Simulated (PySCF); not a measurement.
SMILES CCc1ccccc1, singlet at its GFN2-xTB optimised geometry (Å):

```
18

C     -1.7064    -2.3603     1.4998
C     -1.4793    -1.9304     0.0491
C     -0.7142    -0.6384     0.0000
C     -1.3810     0.5799     0.0029
C     -0.6773     1.7710     0.0027
C      0.7069     1.7595     0.0019
C      1.3817     0.5508     0.0000
C      0.6748    -0.6384     0.0000
H     -0.7537    -2.5025     2.0054
H     -2.2665    -1.5976     2.0364
H     -2.2638    -3.2935     1.5390
H     -0.9234    -2.7110    -0.4745
H     -2.4452    -1.8086    -0.4455
H     -2.4621     0.5942     0.0025
H     -1.2103     2.7110     0.0027
H      1.2576     2.6887     0.0015
H      2.4621     0.5347    -0.0020
H      1.2065    -1.5798    -0.0029
```

Computed with CAM-B3LYP/def2-SVP in PySCF. Cells within 0.4 Å of a nucleus heavier than hydrogen are left out (blank, or x).

Map of the deformation density (molecule minus spherical neutral atoms) (e/bohr³) on the plane z = 0.0 Å:

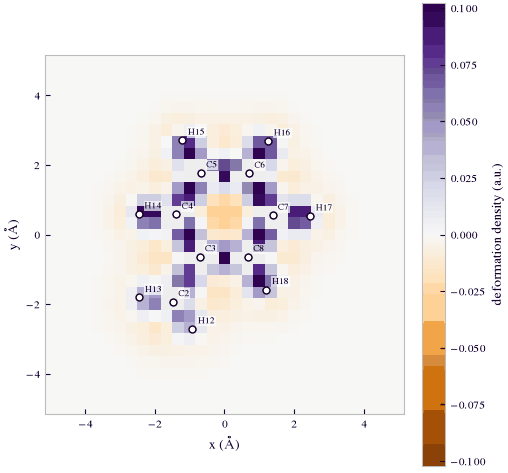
Fig. 1. Deformation density (molecule minus spherical neutral atoms) (e/bohr³) on the plane z = 0.0 Å.
